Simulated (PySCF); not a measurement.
**C5H20F2O3Si5: density, localisation and related maps**

```yaml
atoms:
  - { symbol: C, position_ang: [-1.7689, -0.0068, -1.8193] }
  - { symbol: Si, position_ang: [-2.2874, 0.5091, -0.0656] }
  - { symbol: C, position_ang: [-2.0693, -0.9376, 1.1490] }
  - { symbol: C, position_ang: [-0.6908, -1.6050, 1.1061] }
  - { symbol: Si, position_ang: [0.7221, -0.6279, 1.8935] }
  - { symbol: F, position_ang: [0.3721, -0.4338, 3.4634] }
  - { symbol: F, position_ang: [1.9555, -1.6628, 2.0569] }
  - { symbol: C, position_ang: [1.3504, 1.0595, 1.3157] }
  - { symbol: C, position_ang: [1.5471, 1.2436, -0.1931] }
  - { symbol: Si, position_ang: [2.6738, -0.0660, -0.9739] }
  - { symbol: O, position_ang: [1.8477, -1.4666, -0.9143] }
  - { symbol: O, position_ang: [4.0662, -0.2157, -0.1591] }
  - { symbol: Si, position_ang: [5.0899, 0.0362, 1.0744] }
  - { symbol: O, position_ang: [-3.8665, 0.9067, -0.0631] }
  - { symbol: Si, position_ang: [-5.4458, 0.9410, -0.4081] }
  - { symbol: H, position_ang: [-0.7399, -0.3525, -1.8535] }
  - { symbol: H, position_ang: [-1.8600, 0.8223, -2.5154] }
  - { symbol: H, position_ang: [-2.3999, -0.8106, -2.1912] }
  - { symbol: H, position_ang: [-1.6548, 1.7544, 0.3825] }
  - { symbol: H, position_ang: [-2.8269, -1.6923, 0.9196] }
  - { symbol: H, position_ang: [-2.2758, -0.6050, 2.1674] }
  - { symbol: H, position_ang: [-0.4433, -1.8571, 0.0760] }
  - { symbol: H, position_ang: [-0.7436, -2.5537, 1.6509] }
  - { symbol: H, position_ang: [2.3118, 1.2258, 1.8108] }
  - { symbol: H, position_ang: [0.6759, 1.8359, 1.6847] }
  - { symbol: H, position_ang: [1.9640, 2.2365, -0.3711] }
  - { symbol: H, position_ang: [0.5765, 1.2271, -0.6854] }
  - { symbol: H, position_ang: [3.0801, 0.2256, -2.3440] }
  - { symbol: H, position_ang: [2.3028, -2.2736, -0.6877] }
  - { symbol: H, position_ang: [4.5695, -0.6317, 2.2625] }
  - { symbol: H, position_ang: [6.3425, -0.5414, 0.5913] }
  - { symbol: H, position_ang: [5.2010, 1.4839, 1.2764] }
  - { symbol: H, position_ang: [-5.9445, -0.4350, -0.4286] }
  - { symbol: H, position_ang: [-6.0494, 1.7294, 0.6624] }
  - { symbol: H, position_ang: [-5.5935, 1.5707, -1.7201] }
```

Geometry: GFN2-xTB.

Level of theory: PBE0/6-31G*, SCF density, gas phase, non-relativistic in PySCF.

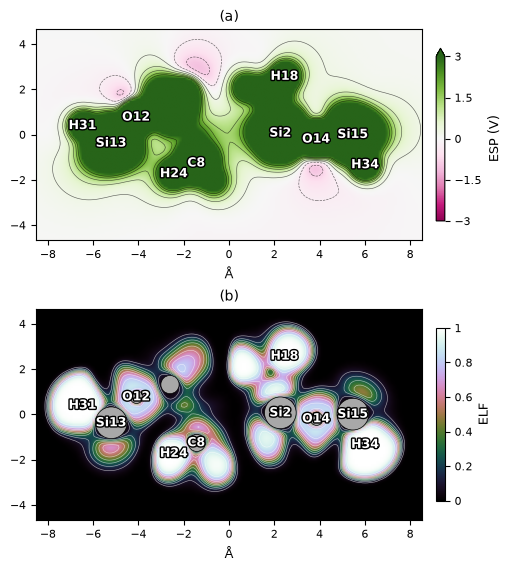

Figure 1. (a) molecular electrostatic potential; (b) ELF on the plane of atoms O14, Si15 and H34. Grey discs cover the atomic cores in the ELF map.

> Interpret the plot.

The plane passes through Si, C, O and H nuclei. Si–O (1.62 Å): the ELF peaks at about 0.85 between the atoms; a polar covalent bond. C–H (1.09 Å): the ELF climbs to about 1 towards the hydrogen, as it does in any bond to H (an ordinary covalent bond to hydrogen). Si–H (1.46 Å): the ELF climbs to about 1 towards the hydrogen. The ELF also peaks beside O14 and O12, away from the bonds: lone-pair regions. Outside the dense part of the molecule the potential is most negative (−1.0 V) near O11, which lies off the plane.

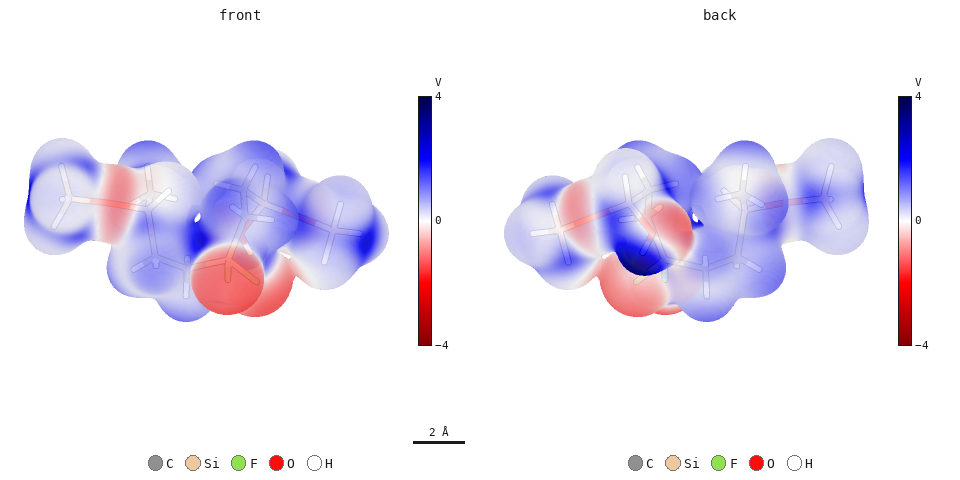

Figure 2. The electrostatic potential painted on the density surface at 0.004 e/bohr³, seen from the front and from behind; red is negative and blue positive.

> Which sites attract a positive test charge, and which a negative one?

A positive charge is drawn to the negative regions and a negative charge to the positive ones. The most negative region (about −1.3 V) lies over F6, the most positive (about +3.1 V) over H29.
